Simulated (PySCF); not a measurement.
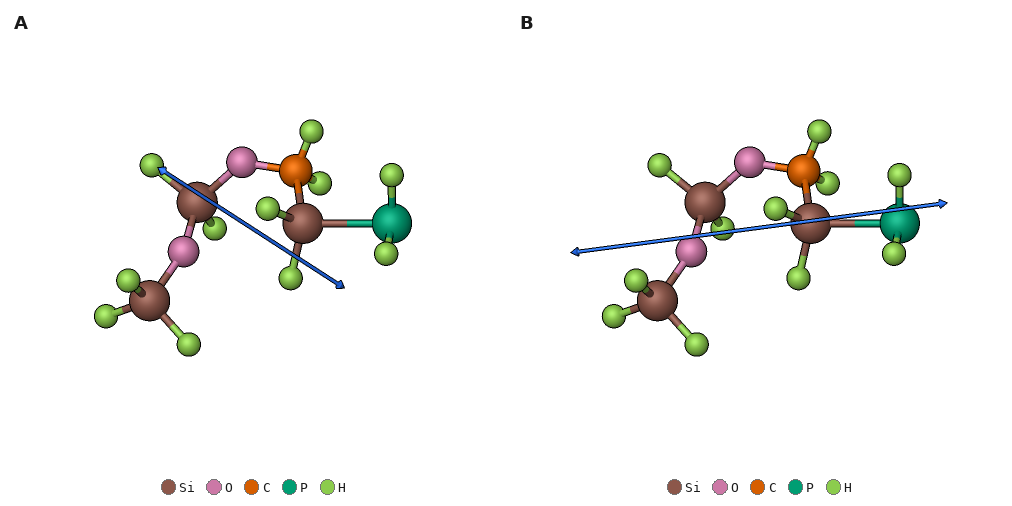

The double arrows show the directions of two transition dipoles from the ground state (lengths mean nothing). The geometry was computed by an optimisation with GFN2-xTB. No frequency run is at hand to confirm it as a minimum. Method: TDDFT B3LYP/def2-SVPD, vertical, gas phase, core orbitals frozen in the response (PySCF 2.14.0).

> One belongs to singlet state 2 and one to singlet state 4. Which is which?

A: state 2, 6.38 eV (194 nm), oscillator strength 0.029, mainly HOMO → LUMO+1 (weight 0.57).
B: state 4, 6.65 eV (186 nm), oscillator strength 0.034, mainly HOMO−1 → LUMO (weight 0.71).

The geometry is semi-empirical. Around P, Si such bond lengths and angles can be off by a tenth of an ångström or more and by several degrees, and values that hang on the shape move with them.
